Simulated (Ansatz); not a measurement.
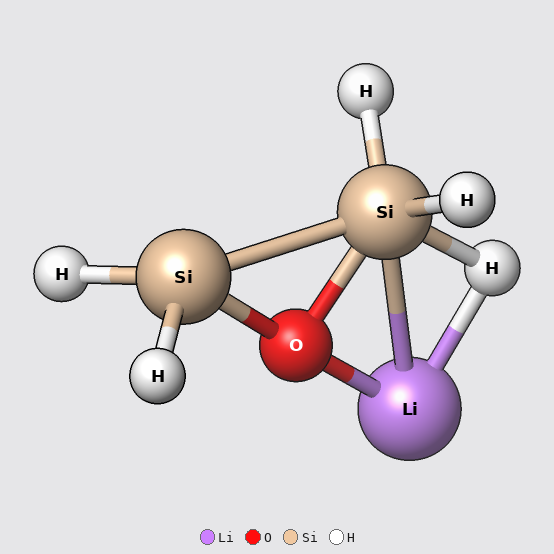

A ball-and-stick model of a molecule. Every bond is drawn as one stick, whatever its order.

The geometry was computed by an optimisation with PBE0-D4/def2-TZVP. No frequency run is at hand to confirm it as a minimum.

**Give the formula.**

H₅LiOSi₂, 9 atoms: 5 hydrogen, 1 lithium, 1 oxygen and 2 silicon.

**Count the bonded pairs by element.**

5 Si–H, 2 O–Si, 1 Li–O, 1 Li–Si, 1 Li–H, 1 Si–Si. Sticks follow a distance rule.

**How many sets of symmetry-equivalent atoms are there?**

7: 1 Li, 1 O, 1 Si, 1 Si, 2 H, 1 H, 2 H.

**What is the point group of this geometry?**

Cs.

More results for the same structure follow; atom numbers are the same in all pictures, views and colours differ.

## Shape

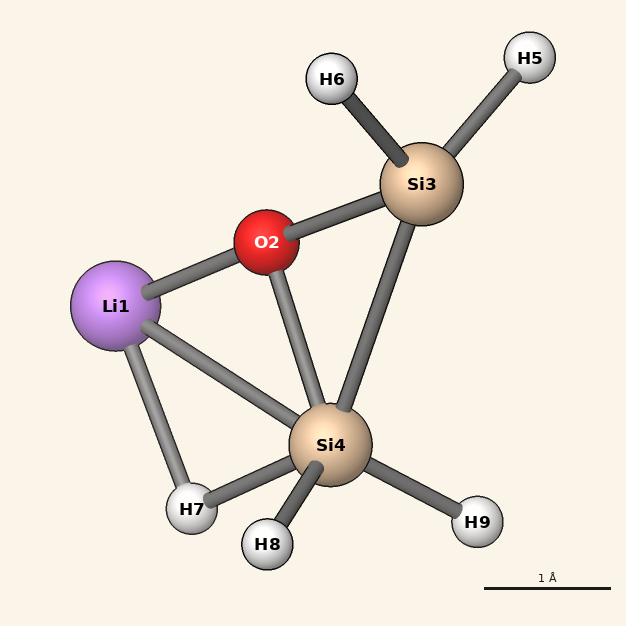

Atoms carry their numbers in the input. No frequency run is at hand to confirm it as a minimum.

Which atoms are bonded, and how long are the bonds?

```csv
bond,length (Å)
Li1–O2,1.747
Li1–Si4,2.516
Li1–H7,1.774
O2–Si3,1.775
O2–Si4,1.723
Si3–Si4,2.371
Si3–H5,1.504
Si3–H6,1.504
Si4–H7,1.620
Si4–H8,1.485
Si4–H9,1.485
```

## Charges

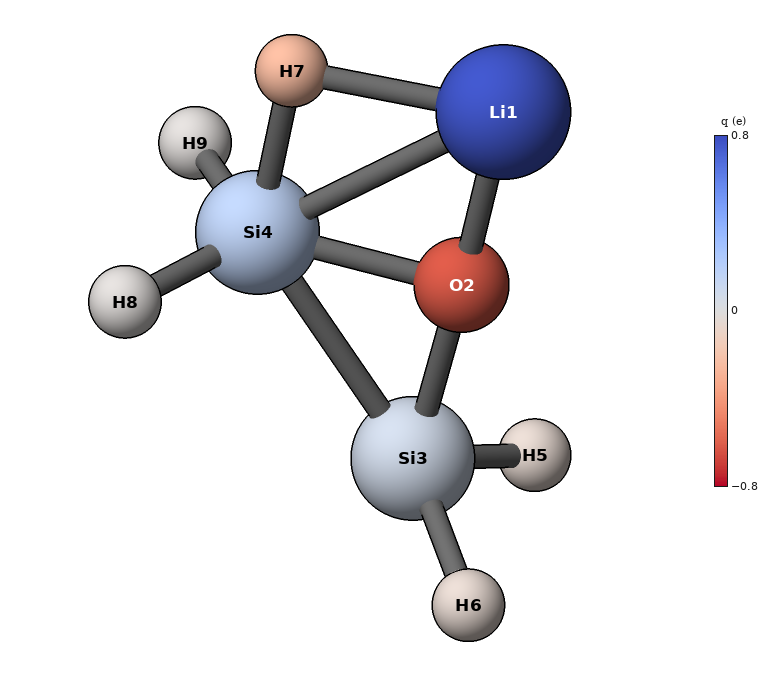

Atoms are coloured by their Mulliken charges. No frequency run is at hand to confirm it as a minimum. Method: RKS PBE0-D4/def2-TZVP (Ansatz 0.2.0).

Give the Mulliken charges atom by atom.

| atom | value (e) |
| --- | --- |
| Li1 | 0.76 |
| O2 | −0.61 |
| Si3 | 0.07 |
| Si4 | 0.17 |
| H5 | −0.05 |
| H6 | −0.05 |
| H7 | −0.25 |
| H8 | −0.02 |
| H9 | −0.02 |

## Electronic properties

No frequency run is at hand to confirm it as a minimum. Level of theory: RKS PBE0-D4/def2-TZVPP (Ansatz 0.2.0).

**Give the HOMO energy (Kohn–Sham orbital) at this level.**

−5.18 eV.

**Estimate the dispersion correction.**

−16.6 kJ/mol.

**Give the HOMO–LUMO gap at this level.**

3.95 eV.

## Dipole moment

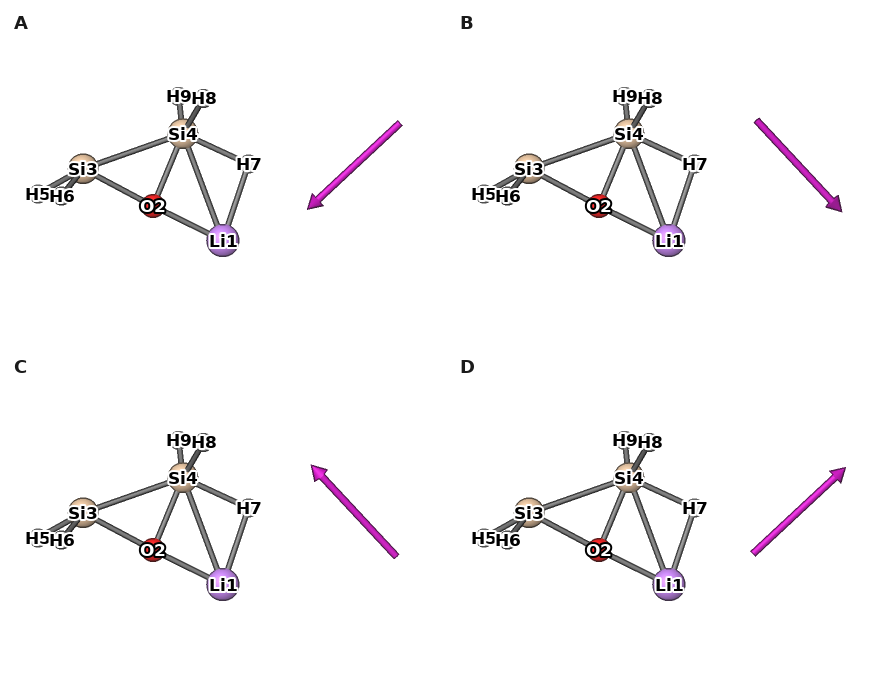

The same molecule four times, each with an arrow. No frequency run is at hand to confirm it as a minimum. Level of theory: RKS PBE0-D4/def2-TZVP (Ansatz 0.2.0).

**Which arrow points along the dipole moment, from the negative to the positive end?**

B. The dipole moment is 6.12 D; it points from the side of Si3, H5, H6 to the side of Li1 (the outermost atoms at the two ends).

Mulliken values depend strongly on the basis set and can even reverse the polarity of a bond.
